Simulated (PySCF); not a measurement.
System: C6H13NOSi (SMILES C=C[C@H](C)N[SiH2]C(C)=O).

```xyz
22

C    -3.4378    1.4091   -0.1816
C    -2.4234    0.7838    0.3840
C    -1.5436   -0.2180   -0.3107
C    -1.6824   -1.5834    0.3543
N    -0.1715    0.2438   -0.2468
Si    1.2699   -0.6466   -0.1123
C     2.5945    0.7324   -0.2478
C     4.0281    0.3098   -0.0934
O     2.2828    1.8845   -0.4558
H    -3.7165    1.2242   -1.2067
H    -4.0371    2.1264    0.3528
H    -2.1499    0.9830    1.4114
H    -1.8619   -0.3048   -1.3625
H    -2.7189   -1.9094    0.3165
H    -1.0616   -2.3144   -0.1553
H    -1.3670   -1.5246    1.3921
H    -0.0814    1.2213   -0.4898
H     1.5296   -1.6296   -1.1794
H     1.4213   -1.3292    1.1804
H     4.2466   -0.4662   -0.8231
H     4.1597   -0.1207    0.8968
H     4.7098    1.1476   -0.2255
```

Geometry: GFN2-xTB.

The calculation used PBE0/pcSseg-1, SCF density, gas phase, non-relativistic (PySCF 2.14.0).

> Predict the electron density and electron localisation function between the atoms.

C–O (1.21 Å): the density is about 3.3 e/Å³ at the midpoint; the ELF peaks at about 0.85 between the atoms; a short, multiple covalent bond.
C–N (1.45 Å): ρ is about 1.9 e/Å³ halfway; the ELF peaks at about 0.90 between the atoms (localised, covalent bonding).
Si–N (1.70 Å): the density is about 1.1 e/Å³ at the midpoint; the ELF peaks at about 0.90 between the atoms, as expected for a polar covalent bond.
C–Si (1.92 Å): ρ at the midpoint is about 0.94 e/Å³; the ELF peaks at about 1 between the atoms; a shared electron pair.

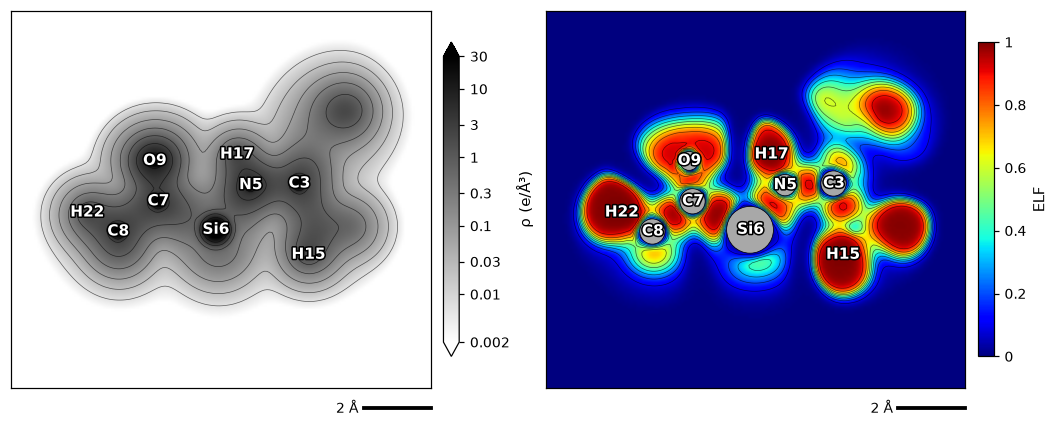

Computed electron density and electron localisation function on the plane of atoms Si6, C7 and O9, in this order. Grey discs cover the atomic cores in the ELF map. 
